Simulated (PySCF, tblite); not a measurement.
# C₅H₅NSi: excited states, first hyperpolarisability

Aim: compute the excited states, first hyperpolarisability of C₅H₅NSi (`[C-]#[N+]C1=CC=C[SiH2]1`).

Programs: tblite 0.8.0 and PySCF 2.14.0, with routines of our own; each step states its level. All values are computed. Atoms count from 0.

## 1. The starting structure

12 atoms, charge 0, multiplicity 1; geometry from: force field or distance geometry start.

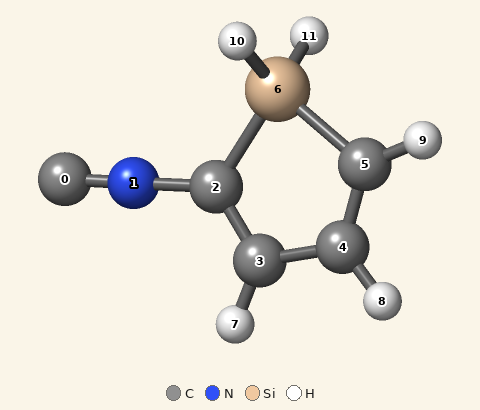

The starting geometry (carbon grey, nitrogen blue, silicon light orange, hydrogen white).

## 2. Relaxing the molecule with GFN2-xTB

What the job is given:

```
{"job": {"kind": "relax", "xc": "GFN2-xTB", "basis": "xTB"}, "charge": 0, "multiplicity": 1}
C      3.556000     0.120500    -0.119400
N      2.372300     0.139000    -0.093500
C      0.935500     0.146200    -0.037400
C      0.161200     1.263200    -0.105600
C     -1.272000     1.005200    -0.028200
C     -1.624100    -0.290400     0.065700
Si    -0.090000    -1.400600     0.098200
H      0.562100     2.265500    -0.177100
H     -1.977500     1.820000    -0.071600
H     -2.620200    -0.698600     0.132400
H      0.037500    -2.094300     1.408600
H     -0.039600    -2.276300    -1.098200
```

Run with:

```sh
OMP_NUM_THREADS=1 python excited_run.py task.json out
```

The driver reads the jobs from task.json and runs them one after another.

The program printed:

```text
step      E/eV     max force
  0    -483.28919    3.015
  1    -483.45340    1.315
  2    -483.47943    1.830
  3    -483.50358    1.019
  4    -483.52026    0.541
  5    -483.53433    0.285
  6    -483.54015    0.186
  7    -483.54265    0.164
  8    -483.54623    0.189
  9    -483.54914    0.189
 10    -483.55095    0.107
 11    -483.55217    0.096
 12    -483.55322    0.097
 13    -483.55408    0.094
 14    -483.55469    0.052
 15    -483.55501    0.035
 16    -483.55514    0.026
 17    -483.55520    0.022
 18    -483.55524    0.017
 19    -483.55528    0.019
 20    -483.55530    0.012
 21    -483.55531    0.009
```

Wall time 0.09 s (1 thread of Intel Xeon 6975P-C, shared host).

Step by step:

| step | energy from step 0 (eV) | largest force (eV/Å) |
| --- | --- | --- |
| 0 | 0.0000 | 3.0154 |
| 1 | -0.1642 | 1.3153 |
| 2 | -0.1902 | 1.8296 |
| 3 | -0.2144 | 1.0194 |
| 4 | -0.2311 | 0.5407 |
| 5 | -0.2451 | 0.2849 |
| 6 | -0.2510 | 0.1858 |
| 7 | -0.2535 | 0.1636 |
| 8 | -0.2570 | 0.1889 |
| 9 | -0.2600 | 0.1894 |
| 10 | -0.2618 | 0.1069 |
| 11 | -0.2630 | 0.0957 |
| 12 | -0.2640 | 0.0968 |
| 13 | -0.2649 | 0.0944 |
| 14 | -0.2655 | 0.0522 |
| 15 | -0.2658 | 0.0351 |
| 16 | -0.2659 | 0.0263 |
| 17 | -0.2660 | 0.0217 |
| 18 | -0.2661 | 0.0170 |
| 19 | -0.2661 | 0.0190 |
| 20 | -0.2661 | 0.0120 |
| 21 | -0.2661 | 0.0090 |

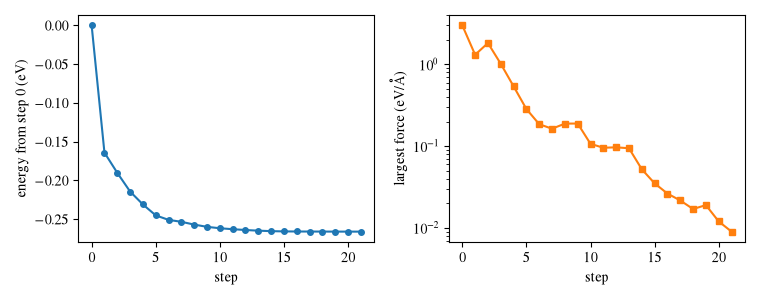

Energy and force, step by step.

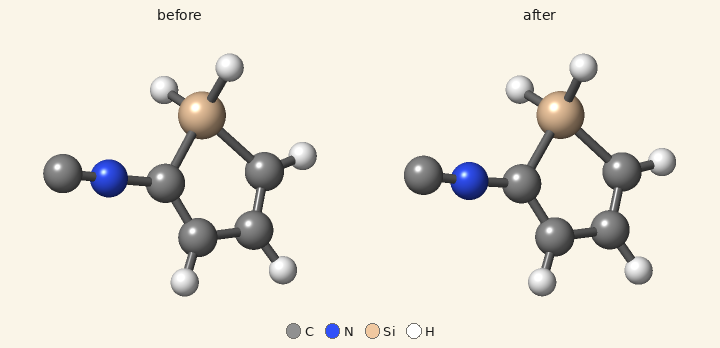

The geometry before (left) and after (right).

Close pairs (by a distance rule), those that changed most:

| bond | before (Å) | after (Å) | change (Å) |
| --- | --- | --- | --- |
| N1–C2 | 1.438 | 1.340 | -0.098 |
| C2–Si6 | 1.861 | 1.909 | +0.048 |
| Si6–H10 | 1.488 | 1.461 | -0.028 |
| Si6–H11 | 1.483 | 1.461 | -0.023 |
| C0–N1 | 1.184 | 1.171 | -0.013 |
| C2–C3 | 1.361 | 1.349 | -0.012 |
| C5–Si6 | 1.894 | 1.884 | -0.010 |
| C3–C4 | 1.458 | 1.448 | -0.010 |

The next job starts from the end point, and lists it.

## 3. Harmonic vibrations with GFN2-xTB

What the job is given:

```
{"job": {"kind": "ir", "xc": "GFN2-xTB", "basis": "xTB"}, "charge": 0, "multiplicity": 1}
C      3.470681     0.133819    -0.120807
N      2.300568     0.174238    -0.087247
C      0.962229     0.139194    -0.042796
C      0.176778     1.234379    -0.096132
C     -1.247249     0.979773    -0.032714
C     -1.629032    -0.302409     0.070198
Si    -0.118861    -1.427581     0.103307
H      0.556338     2.242564    -0.179636
H     -1.933381     1.814042    -0.070464
H     -2.665921    -0.588244     0.123443
H      0.102749    -2.111998     1.374376
H      0.026299    -2.288463    -1.067556
```

The program printed:

```text
mode    cm-1     km/mol
  1     134.0      3.46
  2     150.2      3.14
  3     227.8      0.03
  4     365.8      0.12
  5     395.4     11.22
  6     395.7      3.21
  7     425.6     15.57
  8     512.4     48.93
  9     549.1     20.49
 10     598.7     77.70
 11     610.8      8.56
 12     661.4     23.85
 13     740.3     65.81
 14     747.0    212.11
 15     809.6     59.21
 16     859.9      7.25
 17     912.6      0.74
 18    1036.1      0.46
 19    1099.6      9.64
 20    1200.5      4.55
 21    1231.1      1.73
 22    1316.2      0.30
 23    1522.4      5.74
 24    1601.2      4.56
 25    2159.3      5.47
 26    2287.6    134.96
 27    2288.2    436.94
 28    3064.1     24.78
 29    3076.9     50.79
 30    3103.9     37.17
```

Wall time 0.26 s (1 thread of Intel Xeon 6975P-C, shared host).

The strongest bands and the atoms that carry them (share of the mass-weighted mode):

| cm⁻¹ | km/mol | atoms |
| --- | --- | --- |
| 512 | 48.9 | H11 23 %, H10 23 %, C5 16 %, C4 10 % |
| 599 | 77.7 | H10 33 %, H11 33 %, C4 11 % |
| 740 | 65.8 | H9 55 %, H8 14 %, H7 12 % |
| 747 | 212.1 | H10 43 %, H11 43 % |
| 810 | 59.2 | C5 45 %, H9 19 %, Si6 17 % |
| 2288 | 135.0 | H10 56 %, H11 42 % |
| 2288 | 436.9 | H11 55 %, H10 41 % |
| 3077 | 50.8 | H7 77 %, H8 13 % |

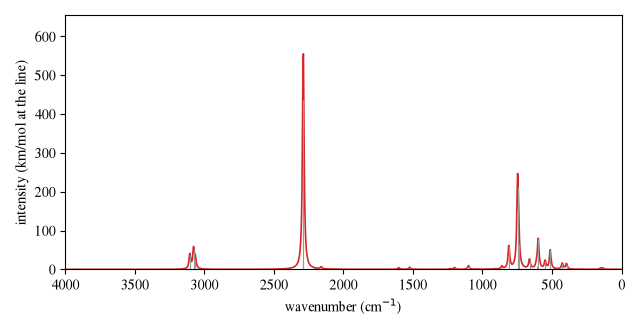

The infrared spectrum from these modes, unscaled. Lines are broadened to a width of 14 cm⁻¹ (Lorentzian).

## 4. Excited states: TDA PBE0/def2-TZVP

The job, as its differences from that of step 3:

```diff
@@ -1,2 +1,2 @@
-{"job": {"kind": "ir", "xc": "GFN2-xTB", "basis": "xTB"}, "charge": 0, "multiplicity": 1}
+{"job": {"kind": "states", "xc": "PBE0", "basis": "def2-TZVP", "tda": true, "soc": true, "nstates": 5, "ntriplets": 6, "nquad": 4}, "charge": 0, "multiplicity": 1}
 C      3.470681     0.133819    -0.120807
```

With the program's defaults for keys left out, this is: TDA PBE0/def2-TZVP excited states, vertical, gas phase, spin-orbit mean-field couplings.

The program printed:

```text
coarse grid: 11216 points
cycle   1  E = -537.3474395834  dE =  1.088e+00  |g| = 3.829e-01  |ddm| = 2.977e+00
cycle   2  E = -537.3258126001  dE =  2.163e-02  |g| = 4.619e-01  |ddm| = 6.308e-01
cycle   3  E = -537.3790308970  dE = -5.322e-02  |g| = 1.265e-01  |ddm| = 4.095e-01
cycle   4  E = -537.3828991418  dE = -3.868e-03  |g| = 4.799e-02  |ddm| = 1.243e-01
cycle   5  E = -537.3833536339  dE = -4.545e-04  |g| = 1.984e-02  |ddm| = 3.585e-02
cycle   6  E = -537.3834540987  dE = -1.005e-04  |g| = 4.544e-03  |ddm| = 1.829e-02
cycle   7  E = -537.3834583018  dE = -4.203e-06  |g| = 1.470e-03  |ddm| = 3.477e-03
final grid: 105824 points
cycle   8  E = -537.3695575487  dE = -4.585e-05  |g| = 5.823e-03  |ddm| = 6.077e-02
cycle   9  E = -537.3695561756  dE =  1.373e-06  |g| = 6.163e-03  |ddm| = 1.041e-02
cycle  10  E = -537.3695658953  dE = -9.720e-06  |g| = 7.432e-04  |ddm| = 5.073e-03
cycle  11  E = -537.3695660146  dE = -1.193e-07  |g| = 2.853e-04  |ddm| = 8.373e-04
cycle  12  E = -537.3695660296  dE = -1.501e-08  |g| = 1.663e-04  |ddm| = 2.922e-04
cycle  13  E = -537.3695660356  dE = -5.936e-09  |g| = 2.936e-05  |ddm| = 1.016e-04
cycle  14  E = -537.3695660357  dE = -1.675e-10  |g| = 9.941e-06  |ddm| = 2.703e-05
converged SCF energy = -537.3695660357

Singlet excitations
state   eV       nm        f     d(h-e)  d(exc)  Lambda  PR(NTO)  |dmu|/D   mu/D   main configurations
  1   4.1913   295.8   0.21242   0.223   2.987   0.819   1.113    0.824    3.989   H->L 0.93
  2   4.8703   254.6   0.00090   0.742   3.053   0.493   1.016    1.647    2.660   H-1->L 0.61, H-2->L 0.38
  3   5.4754   226.4   0.01184   3.362   4.230   0.494   1.011    8.709    4.548   H-2->L 0.60, H-1->L 0.38
  4   5.5730   222.5   0.00182   1.707   3.577   0.354   1.036    4.947    6.851   H->L+1 0.97
  5   5.9635   207.9   0.00475   0.779   3.011   0.568   1.073                     H-4->L 0.95

Triplet excitations (Tamm-Dancoff)
state   eV     d(h-e)  d(exc)  Lambda  PR(NTO)   main configurations
  1   2.2137   0.073   2.759   0.833   1.048   H->L 0.97
  2   4.4659   0.189   2.371   0.771   1.933   H-3->L 0.55, H->L+2 0.35
  3   4.4719   0.993   3.072   0.494   1.086   H-1->L 0.84, H-2->L 0.10
  4   4.6226   1.870   3.318   0.501   1.082   H-2->L 0.79
  5   5.3600   0.444   3.066   0.497   1.927   H-4->L 0.63, H->L+1 0.32
  6   5.4744   0.944   3.332   0.426   1.862   H->L+1 0.64, H-4->L 0.32
S1 - T1 = 1.9775 eV

Spin-orbit couplings |<S|Hso|T>| (cm-1)
             T1       T2       T3       T4       T5       T6
S0        0.300    0.220   10.888    8.346    1.885    2.487
S1        0.005    0.166    9.374    5.230    7.806    5.479
S2        7.852    7.344    0.262    0.420   20.290   13.767
S3        0.996    0.303    0.878    0.394    0.360    0.290
S4        5.111    2.869    2.563    1.105    0.147    0.229
S5        2.735    5.518   23.250    9.694    0.971    1.086
T1 sublevels (cm-1): 0.000 0.000 0.001   radiative rates (1/s): 6.06e-05 0.0595 0.00354
```

Wall time 43 s (1 thread of Intel Xeon 6975P-C, shared host); peak memory 0.89 GiB.

Key values:

| quantity | value |
| --- | --- |
| S1 less T1 | 1.98 eV |

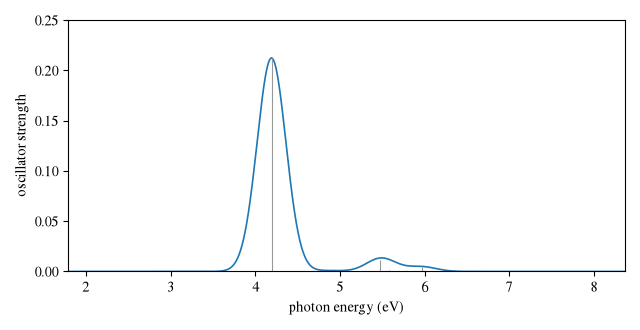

Absorption lines of the singlets. Lines are broadened to a width of 0.40 eV (Gaussian).

The fields below are evaluated on a grid from the run's orbitals.

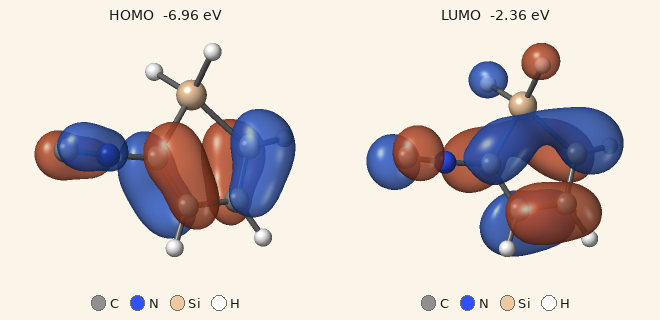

PBE0/def2-TZVP orbitals near the gap, drawn at the value that encloses 70 % of each; the two colours are the two signs.

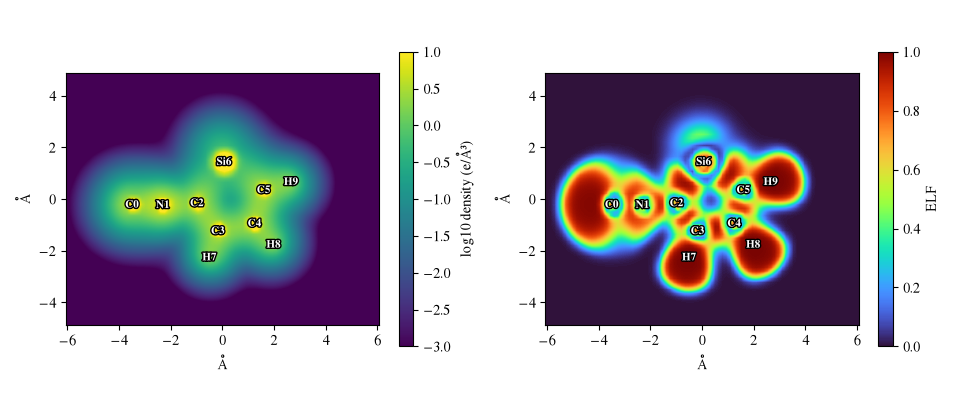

Density (left) and ELF (right) in a plane through or near 10 of the atoms.

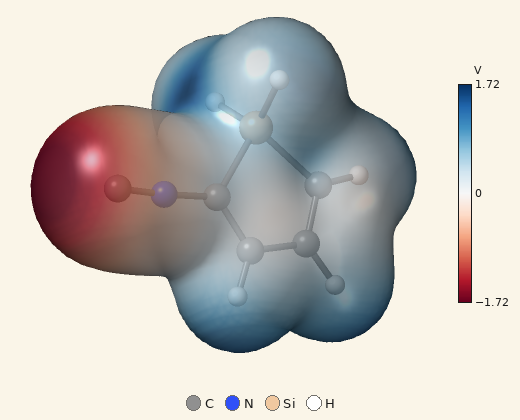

Electrostatic potential on the surface of density 0.002 e/bohr³; red is low, blue high. It runs from -1.72 V near C0 to 1.56 V near Si6.

## 5. Excited states: TDDFT wB97X-D/def2-SVPD

The job, as its differences from that of step 4:

```diff
@@ -1,2 +1,2 @@
-{"job": {"kind": "states", "xc": "PBE0", "basis": "def2-TZVP", "tda": true, "soc": true, "nstates": 5, "ntriplets": 6, "nquad": 4}, "charge": 0, "multiplicity": 1}
+{"job": {"kind": "states", "xc": "wB97X-D", "basis": "def2-SVPD", "tpa": true, "nstates": 6, "nquad": 5, "ntriplets": 0}, "charge": 0, "multiplicity": 1}
 C      3.470681     0.133819    -0.120807
```

Method: TDDFT wB97X-D/def2-SVPD excited states, vertical, gas phase, two-photon moments by quadratic response.

The program printed:

```text
coarse grid: 11216 points
cycle   1  E = -537.2266773911  dE =  1.219e+00  |g| = 2.941e-01  |ddm| = 5.822e+00
cycle   2  E = -537.2429114689  dE = -1.623e-02  |g| = 2.213e-01  |ddm| = 1.140e+00
cycle   3  E = -537.2543507386  dE = -1.144e-02  |g| = 7.308e-02  |ddm| = 4.862e-01
cycle   4  E = -537.2555873122  dE = -1.237e-03  |g| = 3.436e-02  |ddm| = 1.633e-01
cycle   5  E = -537.2558545599  dE = -2.672e-04  |g| = 8.279e-03  |ddm| = 5.939e-02
cycle   6  E = -537.2558763532  dE = -2.179e-05  |g| = 1.892e-03  |ddm| = 2.139e-02
cycle   7  E = -537.2558794177  dE = -3.065e-06  |g| = 9.364e-04  |ddm| = 8.958e-03
final grid: 105824 points
cycle   8  E = -537.3321253277  dE = -5.425e-05  |g| = 7.305e-03  |ddm| = 1.493e-01
cycle   9  E = -537.3321141273  dE =  1.120e-05  |g| = 1.047e-02  |ddm| = 2.083e-02
cycle  10  E = -537.3321367951  dE = -2.267e-05  |g| = 6.052e-04  |ddm| = 1.010e-02
cycle  11  E = -537.3321368934  dE = -9.835e-08  |g| = 3.605e-04  |ddm| = 1.874e-03
cycle  12  E = -537.3321369304  dE = -3.702e-08  |g| = 6.364e-05  |ddm| = 8.869e-04
cycle  13  E = -537.3321369334  dE = -2.969e-09  |g| = 3.547e-05  |ddm| = 2.978e-04
cycle  14  E = -537.3321369341  dE = -7.424e-10  |g| = 1.352e-05  |ddm| = 1.286e-04
converged SCF energy = -537.3321369341

Singlet excitations
state   eV       nm        f     d(h-e)  d(exc)  Lambda  PR(NTO)  |dmu|/D   mu/D   delta(TPA)   sigma/GM   main configurations
  1   4.0264   307.9   0.14287   0.178   2.875   0.809   1.152    0.618    4.005        0.49      0.003   H->L 0.97
  2   5.1261   241.9   0.00040   0.596   2.900   0.502   1.042    1.365    2.981        1.59      0.015   H-1->L 0.75, H-2->L 0.22
  3   6.0607   204.6   0.00246   1.457   3.388   0.356   1.223    4.321    6.692        1.42      0.019   H->L+1 0.82
  4   6.1814   200.6   0.01041   0.357   3.072   0.525   1.301    0.788    3.861        3.93      0.055   H-4->L 0.67, H-2->L 0.14
  5   6.3051   196.6   0.00968   2.280   3.656   0.486   1.092    6.502    2.377       19.66      0.286   H-2->L 0.57, H-4->L 0.18, H-1->L 0.15
  6   6.5176   190.2   0.01881   0.168   3.269   0.769   1.991                                            H-3->L 0.58, H->L+3 0.38
```

Run time: 20 s. Hardware: 1 thread of Intel Xeon 6975P-C, shared host; peak memory 0.79 GiB.

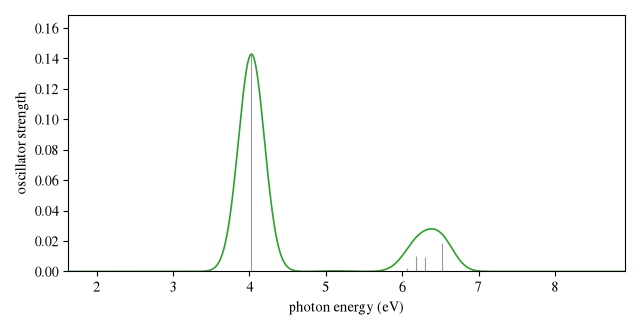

Absorption lines of the singlets. Lines are broadened to a width of 0.40 eV (Gaussian).

## 6. First hyperpolarisability: quadratic response CAM-B3LYP/def2-SVPD

The job, as its differences from that of step 5:

```diff
@@ -1,2 +1,2 @@
-{"job": {"kind": "states", "xc": "wB97X-D", "basis": "def2-SVPD", "tpa": true, "nstates": 6, "nquad": 5, "ntriplets": 0}, "charge": 0, "multiplicity": 1}
+{"job": {"kind": "beta", "xc": "CAM-B3LYP", "basis": "def2-SVPD", "wavelengths": [1907, 1064]}, "charge": 0, "multiplicity": 1}
 C      3.470681     0.133819    -0.120807
```

With the program's defaults for keys left out, this is: quadratic response CAM-B3LYP/def2-SVPD first hyperpolarisability, Taylor convention, gas phase.

The program printed:

```text
coarse grid: 11216 points
cycle   1  E = -537.1813155914  dE =  1.185e+00  |g| = 3.114e-01  |ddm| = 6.256e+00
cycle   2  E = -537.1917467355  dE = -1.043e-02  |g| = 2.784e-01  |ddm| = 1.232e+00
cycle   3  E = -537.2104240339  dE = -1.868e-02  |g| = 8.356e-02  |ddm| = 5.617e-01
cycle   4  E = -537.2119040910  dE = -1.480e-03  |g| = 4.083e-02  |ddm| = 1.758e-01
cycle   5  E = -537.2122604587  dE = -3.564e-04  |g| = 1.058e-02  |ddm| = 5.870e-02
cycle   6  E = -537.2122912463  dE = -3.079e-05  |g| = 1.907e-03  |ddm| = 2.088e-02
cycle   7  E = -537.2122931560  dE = -1.910e-06  |g| = 9.760e-04  |ddm| = 6.133e-03
final grid: 105824 points
cycle   8  E = -537.2981068992  dE = -2.340e-05  |g| = 2.404e-03  |ddm| = 7.448e-02
cycle   9  E = -537.2981070876  dE = -1.884e-07  |g| = 2.364e-03  |ddm| = 1.057e-02
cycle  10  E = -537.2981084738  dE = -1.386e-06  |g| = 5.382e-04  |ddm| = 4.154e-03
cycle  11  E = -537.2981085346  dE = -6.080e-08  |g| = 1.832e-04  |ddm| = 7.613e-04
cycle  12  E = -537.2981085423  dE = -7.688e-09  |g| = 5.661e-05  |ddm| = 4.567e-04
cycle  13  E = -537.2981085432  dE = -9.351e-10  |g| = 1.876e-05  |ddm| = 1.489e-04
converged SCF energy = -537.2981085432

Lowest singlets (eV, f): 4.0226 0.1409  5.1495 0.0004  5.9662 0.0015

First hyperpolarisability (au)
process     nm      |vector|   parallel      HRS      DR
static         -      161.99      91.58      86.61   2.845
shg       1907.0      167.72      95.22      90.24   2.832
eope      1907.0      163.87      92.77          -       -
shg       1064.0      181.59     103.96      99.34   2.805
eope      1064.0      168.14      95.48          -       -
```

It took 24 s on 1 thread of Intel Xeon 6975P-C, shared host; peak memory 0.84 GiB.

## 7. Summary of results

| quantity | value |
| --- | --- |
| strongest single infrared mode (GFN2-xTB) | 2288 cm⁻¹, 437 km/mol |
| zero-point energy (GFN2-xTB) | 48.7 kcal/mol |
| S1 less T1 (step 4, TDA PBE0/def2-TZVP) | 1.98 eV |
| potential on the surface of density 0.002 e/bohr³, 1st and 99th percentile | -1.72 V and 1.56 V |
| β vector (step 6, quadratic response CAM-B3LYP/def2-SVPD) | static 162, SHG 1907.0 nm 168, SHG 1064.0 nm 182 au |

All 30 modes are real, so the xTB geometry is a minimum. Unscaled tight-binding wavenumbers are off by several per cent, some by more. Its intensities can rank the bands wrongly. In step 4, the number of triplets below S1 is 1, and the largest singlet-triplet spin-orbit coupling is S5–T3, 23.25 cm⁻¹. By nearest atom (PBE0/def2-TZVP), the HOMO sits on C2, C5 about 24 % each; C3 16 % and the LUMO on C2, C3, C5 about 17 % each; C0, C4 about 11 % each. β grows from 162 au (static) to 182 au for doubling at 1064.0 nm: normal dispersion, which grows as twice the photon energy moves toward the bright states.
